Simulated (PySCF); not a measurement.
**C: excitation energies in aug-cc-pVQZ-DK**

Aim: the excitation energy of carbon from differences of total energies, at each level of theory, and how far each lands from the tabulated value where there is one.

Method: unrestricted determinants in a Gaussian basis, no spin-orbit coupling in the energies. Code: PySCF 2.14.0.

**1. The system**

* Element: carbon (Z = 6)
* Basis: aug-cc-pVQZ-DK
* Hamiltonian: scalar relativity by spin-free X2C-1e
* State 1: C: [He] 2s1 2p3, high-spin 5S determinant (an excited configuration)
* State 2: C: [He] 2s1 2p3, 2s spin antiparallel (an excited configuration)
* Needed too, but not shown: C [He] 2s2 2p2 (3P)
* Methods: CCSD(T)
* Core shells frozen in the correlated runs: valence: 1s2 (for C)

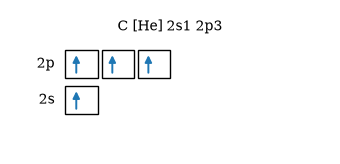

Occupation of the outer shells (arrows by Hund's rule).

One driver process ran all states and methods and kept the integrals in memory. Each run is shown as a PySCF script that sums up its settings (the driver passes frozen orbitals as a list and adds second-order terms of double hybrids); the logs are those of the runs themselves. The driver starts from symmetry-adapted Hartree-Fock orbitals, holds the occupation by maximum overlap and uses a logarithmic radial grid for functionals, so a plain start would take other cycles.

The integrals over 80 functions and the set-up took 0.28 s of CPU time.

**2. C [He] 2s1 2p3, at CCSD(T) (valence)**

Level: CCSD(T) (valence).

File input.py:

```python
from pyscf import gto, scf, dft, mp, cc
import basis_set_exchange as bse
mol = gto.M(atom="C 0 0 0", charge=0, spin=4, symmetry="D2h",
            basis=gto.basis.parse(bse.get_basis("aug-cc-pVQZ-DK", elements=["C"], fmt="nwchem")),
            nucmod="G")
mf = scf.UHF(mol).sfx2c1e()
mf.irrep_nelec = {'Ag': (2, 1), 'B1u': (1, 0), 'B2u': (1, 0), 'B3u': (1, 0)}
mf.kernel()
mycc = cc.CCSD(mf, frozen=1).run()
mycc.ccsd_t()
```

The program printed:

```text
CC2 = 0
CCSD nocc = (np.int64(4), np.int64(0)), nmo = (79, 79)
frozen orbitals [[0], [0]]
max_cycle = 100
direct = 0
conv_tol = 1e-08
conv_tol_normt = 1e-06
diis_space = 8
diis_start_cycle = 0
Init t2, MP2 energy = -0.0287427270157495
Init E_corr(UCCSD) = -0.0287427270288888
cycle = 1  E_corr(UCCSD) = -0.0339508745326109  dE = -0.0052081475  norm(t1,t2) = 0.0208368
cycle = 2  E_corr(UCCSD) = -0.0350823802819767  dE = -0.00113150575  norm(t1,t2) = 0.006188
cycle = 3  E_corr(UCCSD) = -0.0354960453049111  dE = -0.000413665023  norm(t1,t2) = 0.00231766
cycle = 4  E_corr(UCCSD) = -0.0354639647526292  dE = 3.20805523e-05  norm(t1,t2) = 0.00039238
cycle = 5  E_corr(UCCSD) = -0.0354642346505945  dE = -2.69897965e-07  norm(t1,t2) = 3.64346e-05
cycle = 6  E_corr(UCCSD) = -0.0354641866982521  dE = 4.79523423e-08  norm(t1,t2) = 4.02041e-06
cycle = 7  E_corr(UCCSD) = -0.0354642082126256  dE = -2.15143735e-08  norm(t1,t2) = 3.68033e-07
cycle = 8  E_corr(UCCSD) = -0.0354642059974923  dE = 2.21513331e-09  norm(t1,t2) = 5.1954e-08
UCCSD converged
E(UCCSD) = -37.64870884791635  E_corr = -0.0354642059974923
UCCSD(T) correction = -0.000404201514165375
```

It used 7.5 s of CPU time after the integrals (shared host).

CCSD correlation -0.03546 hartree, triples -0.00040; total -37.649113. T1 = 0.004, largest double amplitude 0.025.

**3. C [He] 2s1 2p3, s spin flipped: CCSD(T) (valence)**

Level: CCSD(T) (valence).

File input.py:

```python
from pyscf import gto, scf, dft, mp, cc
import basis_set_exchange as bse
mol = gto.M(atom="C 0 0 0", charge=0, spin=2, symmetry="D2h",
            basis=gto.basis.parse(bse.get_basis("aug-cc-pVQZ-DK", elements=["C"], fmt="nwchem")),
            nucmod="G")
mf = scf.UHF(mol).sfx2c1e()
mf.irrep_nelec = {'Ag': (1, 2), 'B1u': (1, 0), 'B2u': (1, 0), 'B3u': (1, 0)}
mf.kernel()
mycc = cc.CCSD(mf, frozen=1).run()
mycc.ccsd_t()
```

The program printed:

```text
CC2 = 0
CCSD nocc = (np.int64(3), np.int64(1)), nmo = (79, 79)
frozen orbitals [[0], [0]]
max_cycle = 100
direct = 0
conv_tol = 1e-08
conv_tol_normt = 1e-06
diis_space = 8
diis_start_cycle = 0
Init t2, MP2 energy = -0.135525620639884
Init E_corr(UCCSD) = -0.135525620642744
cycle = 1  E_corr(UCCSD) = -0.184371505887166  dE = -0.0488458852  norm(t1,t2) = 0.255399
cycle = 2  E_corr(UCCSD) = -0.227463930640055  dE = -0.0430924248  norm(t1,t2) = 0.260486
cycle = 3  E_corr(UCCSD) = -0.668815724973762  dE = -0.441351794  norm(t1,t2) = 0.243027
cycle = 4  E_corr(UCCSD) = -0.25607356421932  dE = 0.412742161  norm(t1,t2) = 1.745
cycle = 5  E_corr(UCCSD) = -0.251211526157645  dE = 0.00486203806  norm(t1,t2) = 0.674802
cycle = 6  E_corr(UCCSD) = -0.31720824798543  dE = -0.0659967218  norm(t1,t2) = 0.232118
cycle = 7  E_corr(UCCSD) = -0.328972493225581  dE = -0.0117642452  norm(t1,t2) = 0.122791
cycle = 8  E_corr(UCCSD) = -0.34169159065301  dE = -0.0127190974  norm(t1,t2) = 0.0945179
cycle = 9  E_corr(UCCSD) = -0.353384526200124  dE = -0.0116929355  norm(t1,t2) = 0.0613971
cycle = 10  E_corr(UCCSD) = -0.361403134314702  dE = -0.00801860811  norm(t1,t2) = 0.0279733
cycle = 11  E_corr(UCCSD) = -0.364048626253139  dE = -0.00264549194  norm(t1,t2) = 0.00628057
cycle = 12  E_corr(UCCSD) = -0.362697514147966  dE = 0.00135111211  norm(t1,t2) = 0.00464503
cycle = 13  E_corr(UCCSD) = -0.362424751881889  dE = 0.000272762266  norm(t1,t2) = 0.000588303
cycle = 14  E_corr(UCCSD) = -0.362567429881591  dE = -0.000142678  norm(t1,t2) = 0.000448621
cycle = 15  E_corr(UCCSD) = -0.362564515515517  dE = 2.91436607e-06  norm(t1,t2) = 5.04176e-05
cycle = 16  E_corr(UCCSD) = -0.362568910047664  dE = -4.39453215e-06  norm(t1,t2) = 3.29592e-05
cycle = 17  E_corr(UCCSD) = -0.362569133344647  dE = -2.23296983e-07  norm(t1,t2) = 1.89475e-05
cycle = 18  E_corr(UCCSD) = -0.362569410592472  dE = -2.77247825e-07  norm(t1,t2) = 5.06215e-06
cycle = 19  E_corr(UCCSD) = -0.36256942236828  dE = -1.17758077e-08  norm(t1,t2) = 3.24926e-06
cycle = 20  E_corr(UCCSD) = -0.362569418704767  dE = 3.66351266e-09  norm(t1,t2) = 1.02092e-06
cycle = 21  E_corr(UCCSD) = -0.36256942272923  dE = -4.02446282e-09  norm(t1,t2) = 6.57557e-07
UCCSD converged
E(UCCSD) = -37.62996666009952  E_corr = -0.3625694227292297
UCCSD(T) correction = -0.060582431390538
```

It used 16 s of CPU time after the integrals (shared host).

CCSD correlation -0.36257 hartree, triples -0.06058; total -37.690549. T1 = 0.041, largest double amplitude 0.638.

With the s spin flipped the determinant is a mixture of two multiplicities, not a spectroscopic state. T1 exceeds 0.03, a sign that the reference determinant is poor. A double-excitation amplitude exceeds 0.15, a sign of near-degeneracy.

**4. Differences of total energies**

Excitation energy: C [He] 2s2 2p2 (3P) → C [He] 2s1 2p3 (5S).

```
           method  value (eV)  error (eV)
              UHF       2.587      -1.592
    MP2 (valence)       3.779      -0.400
SCS-MP2 (valence)       4.376      +0.197
   CCSD (valence)       4.102      -0.077
CCSD(T) (valence)       4.156      -0.023
```

Reference: 4.179 eV (measured; NIST levels, between the centres of gravity of the two terms). Errors of the correlated levels include the incompleteness of this basis.

Excitation energy: C [He] 2s2 2p2 (3P) → C [He] 2s1 2p3, s spin flipped.

```
           method  value (eV)
              UHF      11.998
    MP2 (valence)      10.284
SCS-MP2 (valence)      10.192
```

The upper determinant mixes two multiplicities, so it lies between the two terms. The coupled-cluster amplitudes are large for C, so a single reference is strained.

The differences also use runs on C [He] 2s2 2p2 (3P), which are not shown here. The runs at UHF, MP2 (valence) are not shown; their differences are listed all the same.

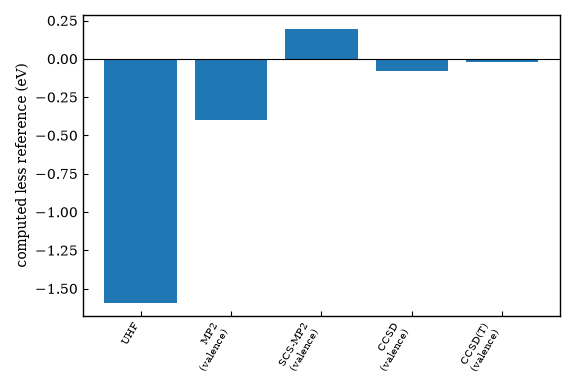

Computed less reference values by method.

**5. Results**

```
                                           quantity                                                   value
                excitation energy, C → [He] 2s1 2p3  UHF 2.587, CCSD(T) (valence) 4.156 eV; reference 4.179
excitation energy, C → [He] 2s1 2p3, s spin flipped                     UHF 11.998, MP2 (valence) 10.284 eV
```

Each level's miss (mean over 1 difference):

```
           method  mean absolute miss against the measured value (with the measured fine structure taken into account where it is known) (eV)
              UHF                                                                                                                       1.592
    MP2 (valence)                                                                                                                       0.400
SCS-MP2 (valence)                                                                                                                       0.197
   CCSD (valence)                                                                                                                       0.077
CCSD(T) (valence)                                                                                                                       0.023
```

The coupled-cluster values of one difference were set aside by the checks on these runs and are not quoted; the lower level shown rests on the same reference and is no safer. Against experiment CCSD(T) (valence) comes closest (off by 0.02 eV) and UHF is farthest (1.59 eV). The basis is finite, and no extrapolation was made.
